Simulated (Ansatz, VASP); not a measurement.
**Cross-check of Cd2TeO between VASP and Ansatz**

One calculation is typed for both programs; each brings its own data sets. How far apart do they land? The cell is invented: As first built, before any earlier steps moved the atoms (in the runner's words): it takes the CdTe structure with some of its atoms replaced by other elements, volume scaled by an estimate. It may not be a known or stable phase. The cell is taken from a series of VASP runs on this material, whose earlier steps may have relaxed, scaled or displaced it; both programs get it as it stands. Valence electrons are named where the data sets of a main pair hold unlike numbers.

Main program and level: Ansatz 0.2.0; plane waves, with VASP 6.6.1 beside it; single point at BLYP and band structure at BLYP, spin-orbit coupling.

**1. The starting structure**

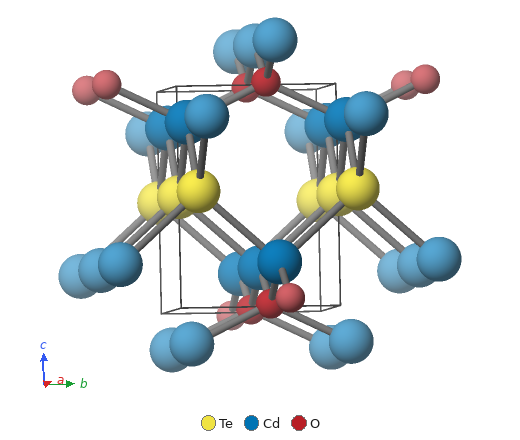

The cell as given, slightly off an axis (tellurium yellow, cadmium blue, oxygen red). 2×1×1 cells are drawn. Some periodic images of atoms are drawn too.

Coordinates:

```cif
data_structure
_symmetry_space_group_name_H-M 'P-4m2'
_symmetry_Int_Tables_number 115
_cell_length_a 4.2551
_cell_length_b 4.2551
_cell_length_c 5.8821
_cell_angle_alpha 90.000
_cell_angle_beta 90.000
_cell_angle_gamma 90.000
_cell_volume 106.50
loop_
_atom_site_label
_atom_site_type_symbol
_atom_site_symmetry_multiplicity
_atom_site_Wyckoff_symbol
_atom_site_fract_x
_atom_site_fract_y
_atom_site_fract_z
_atom_site_occupancy
Te1 Te 1 d 0.00000 0.00000 0.50000 1
Cd1 Cd 2 g 0.00000 0.50000 0.17554 1
O1 O 1 b 0.50000 0.50000 0.00000 1
```

**2. Ansatz: single point, BLYP**

Ansatz runs on its default PAW (the set named soft_2) files.

A single point gives forces, pressure and levels at one fixed geometry, so differences don't come from the geometry; what else differs is listed under the comparison.

Input file input.yaml:

```yaml
crystal:
  lattice:
    - [4.2550536862, 0.0, 0.0]
    - [0.0, 4.2550536862, 0.0]
    - [0.0, 0.0, 5.8821187959]
  atoms:
    - { symbol: Te, position: [0.0, 0.0, 0.5] }
    - { symbol: Cd, position: [0.0, 0.5, 0.1755364129] }
    - { symbol: Cd, position: [0.5, 0.0, 0.8244635871] }
    - { symbol: O, position: [0.5, 0.5, 0.0] }
hamiltonian:
  xc: blyp
  pseudopotentials: { kind: paw }
kpoints:
  mp_grid: { grid: [5, 5, 4] }
scf:
  occupations: { method: fermi_dirac, width: 0.05 }
  n_extra_bands: 5
output:
  forces: true
  stress: true
  eigenvalues: true
  write_density: true
  write_potential: true
  elf: true
  volumetric_format: npy
```

The run is started by

```sh
ansatz run input.yaml --threads 2 --pin off --max-ram 4608MiB --backend cpu --events-out ev --progress --plain --runs-dir out
```

Numbers of over 12 decimals in the logs are rounded to 6 here.

Output:

```text
scf.n_extra_bands = 5 over 31 filled bands (N_el = 62.0): the run solves 36 bands
Engine: ansatz 0.2.0, aarch64-unknown-linux-gnu
Pseudopotentials: kind: paw
Pseudopotential: Te, paw, valence charge 16, recommended cutoff 420 eV (normal), Te.paw.azcp
Pseudopotential: Cd, paw, valence charge 20, recommended cutoff 420 eV (normal), Cd.paw.azcp
Pseudopotential: O, paw, valence charge 6, recommended cutoff 420 eV (normal), O.paw.azcp
Functional definition: BLYP
  parameter beta = 0.0042
  parameter a = 0.04918
  parameter b = 0.132
  parameter c = 0.2533
  parameter d = 0.349
  exchange = b88_x(beta = beta)
  correlation = lyp_c(a = a, b = b, c = c, d = d)
Crystal: 4 atoms, lattice volume = 106.499 Å³
Basis set: ecut = 420 eV, 2075 PW (Γ), exchange–correlation on 60×60×80 points (8 copies of the dense FFT grid, shifted against one another)
Bands: 36, of which v1, the nominal top of the filled ones, is band 31 counted from 1 (30 counted from 0)
Symmetry: 8 space group operations
Space group: P-4m2 (ITA 115), of the structure as read, at distance tolerance 4.7e-5 Å
k-points: 18 of 100 (time reversal used)
Non-local potential: Te, projectors of the file, l = 0: 2, l = 1: 2, l = 2: 2, l = 3: 2
Non-local potential: Cd, projectors of the file, l = 0: 3, l = 1: 2, l = 2: 2, l = 3: 1
Non-local potential: O, projectors of the file, l = 0: 2, l = 1: 2, l = 2: 1
PAW form: soft (Blöchl's): semilocal exchange-correlation on the pseudo side does not see the compensation charge
PAW frozen core: Te, regenerated for the run's functional, and the local potential with it (the file was generated under x = pbe(κ = 0.804, μ = 0.219515), c = pbe(β = 0.066725))
PAW frozen core: Cd, regenerated for the run's functional, and the local potential with it (the file was generated under x = pbe(κ = 0.804, μ = 0.219515), c = pbe(β = 0.066725))
PAW frozen core: O, regenerated for the run's functional, and the local potential with it (the file was generated under x = pbe(κ = 0.804, μ = 0.219515), c = pbe(β = 0.066725))
PAW one-centre angular grid: Te, 590 points (default); XC on 64 Gauss nodes
PAW one-centre angular grid: Cd, 590 points (default); XC on 64 Gauss nodes
PAW one-centre angular grid: O, 110 points (default); XC on 64 Gauss nodes
Initial density: superposition of atomic densities (neutral atoms: chi_scale 0, normalization atom), corrected by the library's trained network
Initial wavefunctions: pseudopotential atomic-orbital guess
Functional: x = b88, c = lyp
SCF iter   1: F=—  HF=-24106.723624 eV  |F-HF|=—  |Δ(HF+E_count)|=         —  Δρ=8.98e-3  dr2=7.56e-2  ethr=1.77e-3  ⟨swp⟩=6.2  Hψ=2495  notcnv=0
preconditioner: auto → Resta (q_TF=auto, 2.493 Å⁻¹)  ε∞=5.0  [insulator: Δε(μ)=0.310 eV  Ē_g=10.807 eV  σ=0.050 eV  W_gap=0.89  n_scr=28 (ndim 8)  ℏωp=21.6 eV  f_vac=0.147  D(μ)=0.44/eV (n_scr^D=0)  ε∞_Penn≈5.0]
SCF iter   2: F=—  HF=-24106.713225 eV  |F-HF|=—  |Δ(HF+E_count)|=   1.04e-2  Δρ=4.98e-3  dr2=3.38e-2  ethr=1.22e-4  ⟨swp⟩=2.1  Hψ=1198  notcnv=0  defer=10
SCF iter   3: F=—  HF=-24106.708613 eV  |F-HF|=—  |Δ(HF+E_count)|=   4.61e-3  Δρ=1.81e-3  dr2=4.14e-3  ethr=5.46e-5  ⟨swp⟩=2.0  Hψ=1028  notcnv=0  defer=10
SCF iter   4: F=—  HF=-24106.707876 eV  |F-HF|=—  |Δ(HF+E_count)|=   7.37e-4  Δρ=4.54e-4  dr2=3.58e-4  ethr=6.67e-6  ⟨swp⟩=2.0  Hψ=876  notcnv=0  defer=10
SCF iter   5: F=—  HF=-24106.707891 eV  |F-HF|=—  |Δ(HF+E_count)|=   1.55e-5  Δρ=1.32e-4  dr2=4.06e-5  ethr=5.77e-7  ⟨swp⟩=2.0  Hψ=945  notcnv=0  defer=10
SCF iter   6: F=—  HF=-24106.707884 eV  |F-HF|=—  |Δ(HF+E_count)|=   7.13e-6  Δρ=3.41e-5  dr2=1.93e-6  ethr=6.55e-8  ⟨swp⟩=2.0  Hψ=925  notcnv=0  defer=10
SCF iter   7: F=—  HF=-24106.707886 eV  |F-HF|=—  |Δ(HF+E_count)|=   1.18e-6  Δρ=1.09e-5  dr2=1.21e-7  ethr=3.12e-9  ⟨swp⟩=2.0  Hψ=951  notcnv=0  defer=10
SCF iter   8: F=-24106.707886 eV  HF=-24106.707886 eV  |F-HF|=6.54e-9  |Δ(HF+E_count)|=   5.33e-8  Δρ=2.76e-6  dr2=1.50e-8  ethr=1.61e-10  ⟨swp⟩=11.6  Hψ=4419  notcnv=0
SCF 1 converged in 8 iterations: F = -24106.707886 eV  dr2 = 1.50e-8
  greatest PAW one-centre occupation: 1.000 electrons in one spin orbital (limit 2), on the Cd atom at site 2 (counted from 0), in its partial waves of l = 0
SCF converged after 8 iterations
Free energy (F): -24106.707886 eV
Harris-Foulkes:  -24106.707886 eV  (|F-HF|=6.54e-9)
Internal energy: -24106.702231 eV  (E = F + TS)
E sigma→0 (E₀):  -24106.705058 eV
Entropy (-TS):   -0.005654 eV (-1.414 meV/atom)
Fermi energy:    7.977594 eV
--- Per-component energies (eV) ---
  E_band       = -1273.791181
  E_kinetic    = 1362.077067
  E_local      = -9329.494983  (includes V_loc(G=0)·N_el)
  E_nonlocal   = -200.911183
  E_hartree    = 4505.913865
  E_xc         = -543.372208
  E_vxc        = -628.896653  (∫ρ·V_xc dr)
  E_paw        = -13044.462272  (= ΣΔE_a)
  E_vpaw       = -1488.403391  (= ΣTr[D̂ρ^β])
  E_aug_tail   = 0.002206  (compensation charges beyond the density's cutoff)
  E_ewald      = -6856.590878
  E_core_change = 0.136156  (= ΣΔE_core)
  E_smearing   = -0.005654  (= −TS)
  E_closure    = 0.000000  (closes the sum)
  Σ components = -24106.707886   (vs F -24106.707886, Δ=0.00e0)
--- Forces (eV/Å), atoms counted from 1 ---
  atom   1  Te     0.00000000     0.00000000     0.00000000
  atom   2  Cd    -0.00000000     0.00000000    -0.02123933
  atom   3  Cd     0.00000000     0.00000000     0.02123933
  atom   4  O      0.00000000     0.00000000     0.00000000
  max |Σ_I F_I| component: 4.16e-17 eV/Å
--- Stress (GPa, compression-positive) ---
       -0.416949       0.000000       0.000000
        0.000000      -0.416949       0.000000
        0.000000       0.000000      -0.350753
  P = ⅓ Tr σ = -0.3949 GPa (-3.949 kbar)
--- Band table (eV; the first three rows and the last of 18) ---
  k-point 0: bands = [... 27 lower, 5.4290, 6.7369, 7.1165, 7.7623, 7.7623, 11.5336, 11.7837, 14.6084, ... 1 higher]
  k-point 1: bands = [... 27 lower, 5.5075, 6.0896, 7.6926, 7.6926, 8.3693, 11.3775, 11.9456, 13.6777, ... 1 higher]
  k-point 2: bands = [... 27 lower, 5.5922, 5.8416, 7.6163, 7.6163, 9.7968, 10.5646, 12.3134, 12.8652, ... 1 higher]
  k-point 17: bands = [... 27 lower, 5.2682, 5.5585, 5.9584, 6.1351, 10.5063, 10.9195, 12.5618, 13.1071, ... 1 higher]
```

Run time: 3.5 s. Hardware: 2 threads of Arm Neoverse V2, shared host; peak memory 0.52 GiB; 6.8 s of CPU time.

Reading the cycles: dr2 is the Hartree energy of the density residual (eV), the measure of convergence; HF is the Harris–Foulkes estimate of the energy, which meets the free energy F at convergence.

The run ends at a pressure of -0.39 GPa, with forces up to 0.021 eV/Å.

**3. VASP: single point, BLYP**

The same cell, functional (in two slightly different forms), mesh and smearing now go to VASP, with its own data sets.

Lines of VASP's logs that name or quote its potential files are left out, and so is its time.

Input file INCAR:

```
SYSTEM = Cd2TeO
PREC = Accurate
ENCUT = 520
EDIFF = 1E-06
NELM = 100
ISMEAR = -1
SIGMA = 0.05
LREAL = .FALSE.
ALGO = Normal
GGA = B5
ALDAX = 1
AGGAX = 1
AGGAC = 1
ALDAC = 0
NBANDS = 24
LORBIT = 11
LWAVE = .FALSE.
LCHARG = .TRUE.
ISIF = 2
LELF = .TRUE.
LVHAR = .TRUE.
```

Input file POSCAR:

```
Cd2TeO
1.0
    4.2550536862      0.0000000000      0.0000000000
    0.0000000000      4.2550536862      0.0000000000
    0.0000000000      0.0000000000      5.8821187959
Te Cd O
1 2 1
Direct
    0.0000000000      0.0000000000      0.5000000000
    0.0000000000      0.5000000000      0.1755364129
    0.5000000000      0.0000000000      0.8244635871
    0.5000000000      0.5000000000      0.0000000000
```

Input file KPOINTS:

```
Automatic mesh
0
Gamma
5 5 4
0 0 0
```

The projector-augmented-wave data sets are Te, Cd and O (PBE family, release 64).

The run is started by

```sh
mpirun -np 2 vasp_std
```

Output:

```text
[banner, memory and clock lines left out]
running    2 mpi-ranks, on    1 nodes
 distrk:  each k-point on    2 cores,    1 groups
 distr:  one band on    1 cores,    2 groups

 POSCAR found type information on POSCAR TeCdO
 POSCAR found :  3 types and       4 ions
|                                                                             |
|               ----> ADVICE to this user running VASP <----                  |
|                                                                             |
|     You enforced a specific xc type in the INCAR file but a different       |
|     [... a line on the potential file left out ...]
|     I HOPE YOU KNOW WHAT YOU ARE DOING!                                     |
|                                                                             |

 LDA part: xc-table for (Slater(with rela. corr.)+VWN5), standard interpolation
 POSCAR, INCAR and KPOINTS ok, starting setup
 FFT: planning ... GRIDC
 FFT: planning ... GRID_SOFT
 FFT: planning ... GRID
 WAVECAR not read
 entering main loop
       N       E                     dE             d eps       ncg     rms          rms(c)
DAV:   1     0.249452535631E+03    0.24945E+03   -0.17735E+04   864   0.136E+03
DAV:   2     0.140336769984E+01   -0.24805E+03   -0.24009E+03   968   0.336E+02
DAV:   3    -0.132758851250E+02   -0.14679E+02   -0.14559E+02  1032   0.835E+01
DAV:   4    -0.134209903701E+02   -0.14511E+00   -0.14507E+00  1080   0.800E+00
DAV:   5    -0.134220282199E+02   -0.10378E-02   -0.10378E-02  1048   0.589E-01    0.114E+01
DAV:   6    -0.105730762287E+02    0.28490E+01   -0.13783E+01  1208   0.408E+01    0.890E+00
DAV:   7    -0.101985458054E+02    0.37453E+00   -0.44686E+00   904   0.125E+01    0.462E+00
DAV:   8    -0.101439528332E+02    0.54593E-01   -0.45232E-01   944   0.402E+00    0.156E+00
DAV:   9    -0.101425653020E+02    0.13875E-02   -0.24663E-02  1048   0.131E+00    0.422E-01
DAV:  10    -0.101425546059E+02    0.10696E-04   -0.51224E-03   936   0.445E-01    0.136E-01
DAV:  11    -0.101427352646E+02   -0.18066E-03   -0.58516E-04   944   0.162E-01    0.398E-02
DAV:  12    -0.101427934943E+02   -0.58230E-04   -0.13877E-04   936   0.736E-02    0.246E-02
DAV:  13    -0.101427941351E+02   -0.64075E-06   -0.61669E-06  1048   0.193E-02
   1 F= -.10142794E+02 E0= -.10139951E+02  d E =-.568594E-02
```

OUTCAR, selected parts (step 3):

```text
ion  position               nearest neighbor table
   1  0.000  0.000  0.500-   2 2.86   3 2.86   2 2.86   3 2.86
   2  0.000  0.500  0.176-   4 2.36   4 2.36   1 2.86   1 2.86   3 3.65   3 3.65   3 3.65   3 3.65

  LATTYP: Found a simple tetragonal cell.
 ALAT       =     4.2550536862
 C/A-ratio  =     1.3823841553

 Subroutine GETGRP returns: Found  8 space group operations
 (whereof  8 operations were pure point group operations)

The static configuration has the point symmetry D_2d.

 Found     18 irreducible k-points:

   k-points           NKPTS =     18   k-points in BZ     NKDIM =     18   number of bands    NBANDS=     24

   dimension x,y,z NGX =    32 NGY =   32 NGZ =   48
   dimension x,y,z NGXF=    64 NGYF=   64 NGZF=   96

   ENCUT  =  520.0 eV  38.22 Ry    6.18 a.u.   7.91  7.91 10.94*2*pi/ulx,y,z

   NELECT =      36.0000    total number of electrons

 k-points in reciprocal lattice and weights: Automatic mesh
   0.00000000  0.00000000  0.00000000       0.010
   0.20000000  0.00000000  0.00000000       0.040
   0.40000000  0.00000000  0.00000000       0.040
   0.20000000  0.20000000  0.00000000       0.040
   0.40000000  0.20000000  0.00000000       0.080
   0.40000000  0.40000000  0.00000000       0.040
   0.00000000  0.00000000  0.25000000       0.020
   0.20000000  0.00000000  0.25000000       0.080
   0.40000000  0.00000000  0.25000000       0.080
[...]
0.40000000  0.20000000  0.50000000       0.080
   0.40000000  0.40000000  0.50000000       0.040

 average (electrostatic) potential at core
       1 -91.7994       2 -39.4782       3 -39.4782       4 -72.7591

 E-fermi :   2.1419

 k-point     1 :       0.0000    0.0000    0.0000
  band No.  band energies     occupation
    ...
     15      -0.4203      2.00000
     16       0.9070      2.00000
     17       1.2786      2.00000
     18       1.9272      1.97305
     19       1.9272      1.97305
     20       5.6965      0.00000
     21       5.9406      0.00000
     22       8.7357      0.00000
     23       8.7357      0.00000
     24       8.7967      0.00000

 k-point     2 :       0.2000    0.0000    0.0000
  band No.  band energies     occupation
    ...
     14      -0.8907      2.00000
     15      -0.3014      2.00000
     16       0.3043      2.00000
     17       1.0368      2.00000
     18       1.9469      1.96031
     19       2.2857      0.10675
     20       5.7840      0.00000
     21       6.5576      0.00000
     22       7.8986      0.00000
     23       8.5557      0.00000
    ...

 k-point     3 :       0.4000    0.0000    0.0000
  band No.  band energies     occupation
    ...
     14      -1.3229      2.00000
     15      -0.3169      2.00000
     16      -0.0991      2.00000
     17       0.3695      2.00000
     18       1.9758      1.93039
     19       3.5410      0.00000
     20       4.9262      0.00000
     21       6.3501      0.00000
     22       6.9631      0.00000
     23       8.9251      0.00000
    ...

  Total       -0.0347530     -0.0347530     -0.0303745      0.0000000      0.0000000      0.0000000
  in kB       -0.5228284     -0.5228284     -0.4569575      0.0000000      0.0000000      0.0000000
  external PRESSURE =      -0.5008714 kB  Pullay stress =       0.0000000 kB

  energy-cutoff  :      520.00
  volume of cell :      106.50
      direct lattice vectors                 reciprocal lattice vectors
     4.255053686  0.000000000  0.000000000     0.235014661  0.000000000  0.000000000
     0.000000000  4.255053686  0.000000000     0.000000000  0.235014661  0.000000000
     0.000000000  0.000000000  5.882118796     0.000000000  0.000000000  0.170006767

 POSITION                                       TOTAL-FORCE (eV/Angst)
 -----------------------------------------------------------------------------------
      0.00000      0.00000      2.94106         0.000000      0.000000      0.000000
      0.00000      2.12753      1.03253        -0.000000      0.000000     -0.010015
      2.12753      0.00000      4.84959         0.000000      0.000000      0.010015
      2.12753      2.12753      0.00000         0.000000     -0.000000      0.000000
 -----------------------------------------------------------------------------------
    total drift:                                0.000000     -0.000000      0.000000

  FREE ENERGIE OF THE ION-ELECTRON SYSTEM (eV)
  ---------------------------------------------------
  free  energy   TOTEN  =       -10.1427941351 eV

  energy  without entropy=      -10.1371081983  energy(sigma->0) =      -10.13995117

 total charge
# of ion       s       p       d       tot
------------------------------------------
    1        1.376   2.055   0.017   3.448
    2        0.419   0.238   9.574  10.231
    3        0.419   0.238   9.574  10.231
    4        1.563   3.287   0.000   4.850
--------------------------------------------------
tot          3.777   5.818  19.164  28.759

[... 3 further parts left out ...]
```

The k-mesh is coarse for a metal. The PAW data sets were made with PBE, which is usual practice but a small mismatch for other functionals.

**4. Differences**

Known differences besides the potentials themselves: the data sets hold 62 valence electrons in Ansatz (on its default PAW (the set named soft_2) files) and 36 in VASP; the cutoff is 420 eV in Ansatz and 520 eV in VASP; Ansatz makes its cores anew for this functional, VASP keeps those of its PBE data sets; VASP leaves aspherical gradient terms in its spheres out (LASPH is not set), Ansatz keeps them; VASP's log shows a relativistic correction to its local exchange, Ansatz's none. Total energies have different zeros and are not compared.

Compared:

| quantity | Ansatz | VASP | difference |
| --- | --- | --- | --- |
| pressure (GPa) | -0.39 | -0.05 | -0.34 |
| pressure without Ansatz's Pulay correction (GPa) | -0.58 | -0.05 | -0.53 |

At this near-relaxed geometry the largest component of a force difference is 11 meV/Å. Ansatz's pressure holds a Pulay correction of 0.18 GPa; VASP's holds none.

[end of part 1 of 2]

[Lines on the potential files, build, host, timing and source positions are cut from VASP's logs without a mark.]

[Logs are printed without paths, hosts, clocks, repeated set-up lines and the standing remarks that a program may print on its own settings, such as how far it seeks lower states.]

[Hosts, paths, dates, database ids (printed as entryN), source tags and the programs' standing remarks are cut or masked in the printed files.]
